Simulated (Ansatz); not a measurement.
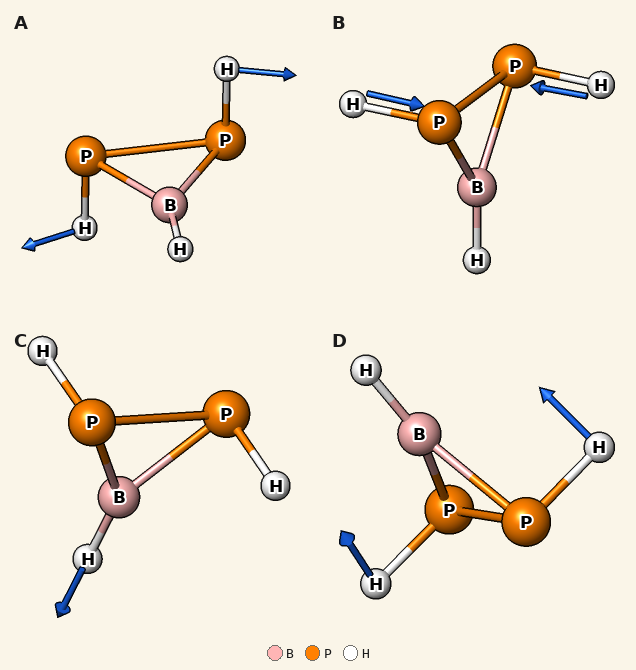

4 normal modes of one molecule or complex, as arrows. Harmonic vibrations computed with RKS PBE0-D4/def2-TZVP (Ansatz 0.2.0) at a stationary point of the same level.

Match the panels to the wavenumbers 468 cm⁻¹, 877 cm⁻¹, 2366 cm⁻¹, 2730 cm⁻¹.

Answer. A: 877 cm⁻¹, H–P–P bending
B: 2366 cm⁻¹, in-phase stretching of 2 P–H bonds
C: 2730 cm⁻¹, B–H stretching
D: 468 cm⁻¹, B–P–H bending
